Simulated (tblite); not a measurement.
# C5H9N3OSi: the cost of one run

Programs: tblite 0.8.0 and PySCF 2.14.0, with density-fitted response routines of our own. Each step states its level of theory. These are calculated values for one molecule in the gas phase, unless marked as measured. Atoms are numbered from 0 throughout.

## 1. Starting geometry

19 atoms, charge 0, multiplicity 1; geometry from: force field or distance geometry start.

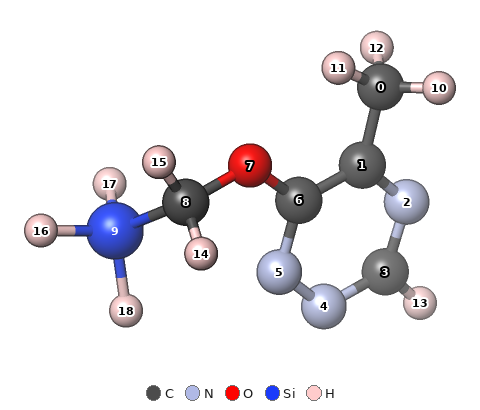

The starting geometry (carbon dark grey, nitrogen light blue, oxygen red, silicon blue, hydrogen pink), atoms numbered.

## 2. Geometry optimisation with GFN2-xTB

The job: settings as JSON, then the geometry in Å.

```
{"job": {"kind": "relax", "xc": "GFN2-xTB", "basis": "xTB"}, "charge": 0, "multiplicity": 1}
C     -1.737800     0.180400     2.079800
C     -1.244800    -0.676000     0.978400
N     -1.553800    -2.003900     0.939800
C     -1.061000    -2.682300    -0.089500
N     -0.270500    -2.177000    -1.033900
N      0.057600    -0.891700    -1.019600
C     -0.431300    -0.139900     0.008100
O     -0.051000     1.203600     0.000500
C      0.771200     1.737500    -1.000000
Si     2.441500     0.990500    -1.146400
H     -2.861700     0.135700     2.061700
H     -1.390800     1.225200     1.915200
H     -1.324100    -0.149600     3.045200
H     -1.297500    -3.752700    -0.152800
H      0.284700     1.688200    -2.008600
H      0.870200     2.845400    -0.782400
H      3.310600     2.075600    -1.697800
H      3.017400     0.469900     0.075700
H      2.461000    -0.069700    -2.180800
```

Command:

```sh
$ OMP_NUM_THREADS=1 python probes_run.py task.json out
```

One launch serves the whole session: the jobs run in the order shown.

Q: Estimate the wall time and peak memory of this first job on 1 thread of AMD EPYC, shared host.

About 5.5 s, with a peak of 0.18 GiB.
